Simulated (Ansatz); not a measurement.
# Ti2NF2 monolayer: from the cell to its phonons, part 2 of 2

Wanted: vibrations and spectra of Ti2NF2 monolayer; the cell is already relaxed. After the zone centre comes a 4×4×1 q mesh on a 20×20×1 k mesh.

Ansatz 0.2.0; DFT PBEsol, scalar-relativistic, plane waves, PAW.

So far. Step 2 (Zone-centre response): Before it was imposed, the acoustic sum rule was missed by 2.4e-5 eV/Å². Small misses are needed for a sound result but don't prove that mesh and cutoff are converged. The lowest optical mode is real, 203 cm⁻¹.

**3. The dispersion (continued)**

The partial phonon density of states has structure finer than the step of the table below, so its rows give means over 25 cm⁻¹, whole bins alone (the curve runs from -10 to 728 cm⁻¹). Peaks (cm⁻¹: height): F 273.0: 0.0723, 300.8: 0.0511, 389.0: 0.0282; N 597.7: 0.0598, 667.3: 0.0378, 690.5: 0.0689; Ti 217.3: 0.0354, 245.2: 0.0345, 277.6: 0.0310, 300.8: 0.0317, 351.9: 0.0155, 421.4: 0.0113, 690.5: 0.0106.

Phonopy on the run's constants, 21x21x1 mesh, Gaussian sigma 5.3 cm-1. Interpolated from a 4×4×1 q mesh. Partial phonon density of states against wavenumber; means over each step; values in 1/cm⁻¹/cell:

```tsv
wavenumber (cm⁻¹)	F	N	Ti
25	5.9e-4	2.1e-4	0.00136
50	9.6e-4	3.3e-4	0.00212
75	0.00118	3.9e-4	0.00252
100	0.00176	5.7e-4	0.00366
125	0.00266	8.5e-4	0.00543
150	0.00414	0.00142	0.00893
175	0.00675	0.00262	0.0167
200	0.0150	0.00322	0.0283
225	0.0185	0.00142	0.0325
250	0.0324	9.0e-4	0.0282
275	0.0574	0.00109	0.0237
300	0.0341	8.9e-4	0.0229
325	0.00604	2.4e-4	0.0106
350	0.00409	8.7e-5	0.0118
375	0.00831	1.9e-4	0.00261
400	0.0199	4.0e-4	0.00724
425	0.0148	2.4e-4	0.00899
450	0.00724	2.1e-4	0.00384
475	0.00239	9.2e-5	0.00158
500	0.00112	0	0.00108
525	2.4e-4	0	2.3e-4
550	0	0	0
575	6.1e-6	0.00237	3.7e-4
600	9.5e-5	0.0318	0.00515
625	7.6e-7	1.6e-4	2.8e-5
650	4.5e-6	0.00345	3.8e-4
675	5.7e-5	0.0357	0.00447
700	3.5e-5	0.0311	0.00484
```

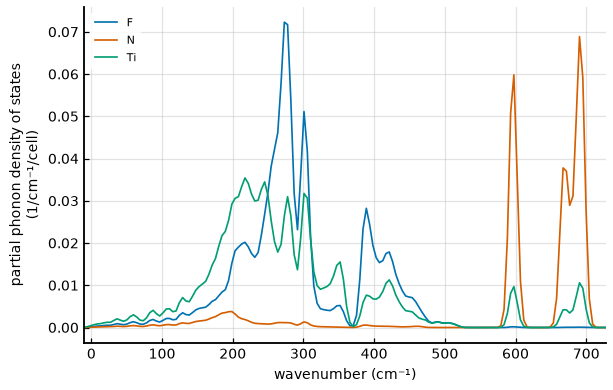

Partial phonon density of states against wavenumber.

Harmonic thermodynamic functions per atom, from the density of states. Interpolated from a 4×4×1 q mesh. Thermodynamic functions, by row:

```tsv
T (K)	F_vib (meV/atom)	S (J/mol-atom/K)	C_V (J/mol-atom/K)
0	64.75	0	0
100	63.72	3.32	7.179
200	56.22	11.22	15.55
300	40.77	18.37	19.52
400	18.57	24.29	21.52
500	-9.23	29.22	22.62
600	-41.74	33.41	23.27
700	-78.28	37.02	23.68
800	-118.3	40.21	23.96
900	-161.5	43.04	24.16
1000	-207.5	45.59	24.3
```

Symmetry leaves 4 wavevectors to solve. The lowest mode among them, the acoustic zeros apart, lies at q = (0, 0.25, 0) and is real, 108 cm⁻¹.

**4. Isotope substitution, element N, natural mass 14.007 amu**

An isotope changes the mass and not the force constants, so no new electronic calculation is needed; the shifts show which modes move this element.

The same force constants with the mass of N changed from 14.007 to 15.000 u (phonopy, no LO-TO term). Both lists are sorted by frequency; levels can cross, so a row need not hold one and the same mode. Modes under 3 cm⁻¹ are left out. Isotope shifts, by row, the first 40 of 57 rows:

```tsv
q	rank	natural mass (cm⁻¹)	changed mass (cm⁻¹)
0 0 0	4	202.4	202.4
0 0 0	5	202.4	202.4
0 0 0	6	261.3	261.3
0 0 0	7	283.2	282.9
0 0 0	8	283.2	282.9
0 0 0	9	308.6	308.6
0 0 0	10	308.6	308.6
0 0 0	11	467.4	465.9
0 0 0	12	517.7	517.7
0 0 0	13	602.8	586.4
0 0 0	14	694.8	674.5
0 0 0	15	694.8	674.5
0 0.25 0	1	108.3	108
0 0.25 0	2	132.2	131.7
0 0.25 0	3	196.1	195.5
0 0.25 0	4	207	207
0 0.25 0	5	233.3	233.2
0 0.25 0	6	257.1	257.1
0 0.25 0	7	281.5	281.2
0 0.25 0	8	284.2	284.1
0 0.25 0	9	301.4	301.1
0 0.25 0	10	350.9	350.8
0 0.25 0	11	430.9	430.6
0 0.25 0	12	441.6	441.6
0 0.25 0	13	594.8	577.5
0 0.25 0	14	684.9	664.5
0 0.25 0	15	691.7	671.6
0 -0.5 0	1	184.9	184.2
0 -0.5 0	2	201.4	200.6
0 -0.5 0	3	208.6	208.6
0 -0.5 0	4	251.6	251.6
0 -0.5 0	5	261.2	261.2
0 -0.5 0	6	266	265.7
0 -0.5 0	7	266.4	265.8
0 -0.5 0	8	277.1	277.1
0 -0.5 0	9	297.9	297.9
0 -0.5 0	10	300.9	300.6
0 -0.5 0	11	383	382.4
0 -0.5 0	12	421.9	421.9
0 -0.5 0	13	595.6	578.4
```

A mode of this element alone would shift by -3.37 %. The highest zone-centre frequency without the field goes from 694.8 to 674.5 cm⁻¹ (-2.9 %). The product of the frequency ratios over all optical modes at Γ is 0.911; the product rule, (m/m′)^(3k/2) (M′/M)^(3/2) with k = 1 such atoms and M the mass of the cell, gives 0.911.

**5. Another isotope, element Ti, natural mass 47.867 amu**

The same for Ti, from 47.87 to 49.94 u.

The same force constants with the mass of Ti changed from 47.867 to 49.945 u (phonopy, no LO-TO term). Both lists are sorted by frequency; levels can cross, so a row need not hold one and the same mode. Modes under 3 cm⁻¹ are left out. Isotope shifts, by row, the first 40 of 57 rows:

```tsv
q	rank	natural mass (cm⁻¹)	changed mass (cm⁻¹)
0 0 0	4	202.4	200.8
0 0 0	5	202.4	200.8
0 0 0	6	261.3	258.4
0 0 0	7	283.2	281.9
0 0 0	8	283.2	281.9
0 0 0	9	308.6	304.7
0 0 0	10	308.6	304.7
0 0 0	11	467.4	465.5
0 0 0	12	517.7	512.4
0 0 0	13	602.8	600.8
0 0 0	14	694.8	693
0 0 0	15	694.8	693
0 0.25 0	1	108.3	106.9
0 0.25 0	2	132.2	130.5
0 0.25 0	3	196.1	193.5
0 0.25 0	4	207	204.5
0 0.25 0	5	233.3	230.3
0 0.25 0	6	257.1	256.1
0 0.25 0	7	281.5	279.7
0 0.25 0	8	284.2	282
0 0.25 0	9	301.4	299.3
0 0.25 0	10	350.9	345.8
0 0.25 0	11	430.9	428
0 0.25 0	12	441.6	437.9
0 0.25 0	13	594.8	593.1
0 0.25 0	14	684.9	683.2
0 0.25 0	15	691.7	689.7
0 -0.5 0	1	184.9	182
0 -0.5 0	2	201.4	198.7
0 -0.5 0	3	208.6	206
0 -0.5 0	4	251.6	248.4
0 -0.5 0	5	261.2	257.8
0 -0.5 0	6	266	262.6
0 -0.5 0	7	266.4	265.3
0 -0.5 0	8	277.1	274.7
0 -0.5 0	9	297.9	295.8
0 -0.5 0	10	300.9	298.9
0 -0.5 0	11	383	381.7
0 -0.5 0	12	421.9	418
0 -0.5 0	13	595.6	593.9
```

A mode of this element alone would shift by -2.10 %. The highest zone-centre frequency without the field goes from 694.8 to 693.0 cm⁻¹ (-0.3 %). The product of the frequency ratios over all optical modes at Γ is 0.918; the product rule, (m/m′)^(3k/2) (M′/M)^(3/2) with k = 2 such atoms and M the mass of the cell, gives 0.918.

**6. What came out**

```yaml
space_group_within_0p01_a: P-3m1
area_per_atom: 1.57 Å²
electronic_character: no gap on this mesh
highest_optical_mode_at_the_zone_centre_no_lo_to_term: 693 cm⁻¹
lowest_optical_zone_centre_mode: 203 cm⁻¹
lowest_mode_on_the_q_mesh_acoustic_modes_at_gamma_apart: 108 cm⁻¹
highest_frequency_on_the_path_or_at_a_solved_wavevector: 697 cm⁻¹
zero_point_energy_per_atom: 64.8 meV
heat_capacity_at_300_k: 19.5 J/(mol atoms K)
vibrational_entropy_at_300_k: 18.4 J/(mol atoms K)
imaginary_modes_on_the_4x4x1_q_mesh: none
```

The structure is a minimum as far as tested: no mode is imaginary at the 4 irreducible wavevectors of the 4×4×1 mesh, and the softest away from the acoustic zeros lies at 108 cm⁻¹. The optical modes at Γ span 203 to 693 cm⁻¹. The highest mode in this list at Γ, 693.4 cm⁻¹, is mostly motion of N (87 % of the kinetic energy). On the path and the mesh, the widest gap between branches runs from 518 to 594 cm⁻¹. With no gap, or one that is small against the smearing, the frequencies hang on the k mesh and the smearing, most of all near Kohn anomalies. The phonon runs are without spin polarisation, although the cell has an odd electron count. In a sheet or slab the interpolated bending branch near Γ is rough, since the rotational sum rule isn't imposed. The starting cell was built on a prototype and not taken from a measurement. These are harmonic frequencies at zero temperature: anharmonic shifts, linewidths and thermal expansion are left out.

[Logs are printed without paths, hosts, clocks, repeated set-up lines and the standing remarks that a program may print on its own settings, such as how far it seeks lower states.]

[Hosts, paths, dates, database ids (printed as entryN), source tags and the programs' standing remarks are cut or masked in the printed files.]
